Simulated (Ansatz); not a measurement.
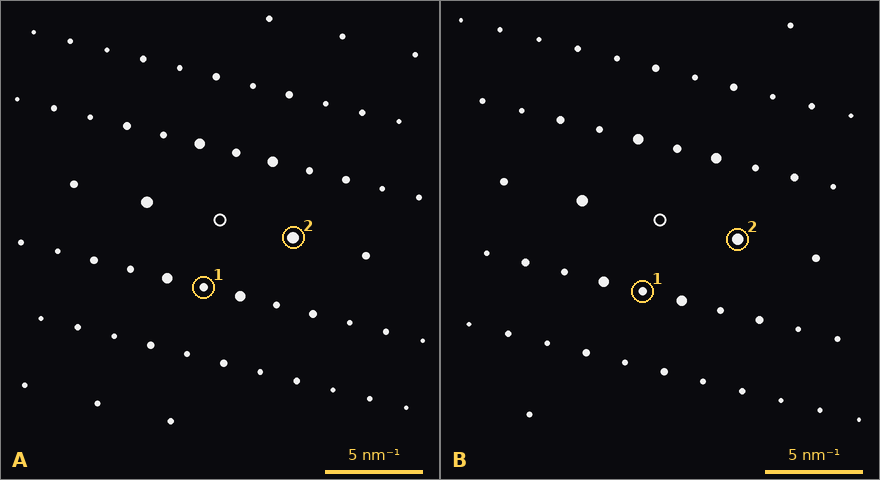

Kinematic electron diffraction patterns (300 kV, B = 0.5 Å², same scale) along [100] of the run's own cell, for the start and the end of one relaxation of Zr with Ansatz 0.2.0, DFT, PAW plane waves, r2scan. k mesh 13×13×7. The start is a generated model structure, and the relaxation ends in the nearest stationary point of its symmetry, not necessarily the ground state. Spot 1 is 0 -1 0 and spot 2 is 0 0 -2 in both.

Start structure:

```
CELL_PARAMETERS angstrom
1.52752 2.64575 0.00000
-1.52752 2.64575 0.00000
0.00000 0.00000 4.83368
ATOMIC_POSITIONS crystal
Zr 0.33333 0.33333 0.25000
Zr 0.66667 0.66667 0.75000
```

Question: Which pattern belongs to the start structure, and which to the relaxed one?

Answer: B is the start: its cell gives d(1) = 2.646 Å, d(2) = 2.417 Å and an angle of 90.0°. A is the relaxed structure, with d(1) = 2.809 Å (+6.2 %), d(2) = 2.581 Å (+6.8 %) and 90.0°.

Question: What did the relaxation do to the structure and the energy?

Answer: The volume changed by +20.4 % to 23.51 Å³ an atom; the fractional coordinates hardly changed; the space group stayed P6_3/mmc (No. 194); the free energy fell by 260 meV an atom. Relaxed cell: a = 3.243 Å, b = 3.243 Å, c = 5.162 Å, α = 90.00°, β = 90.00°, γ = 60.00°.
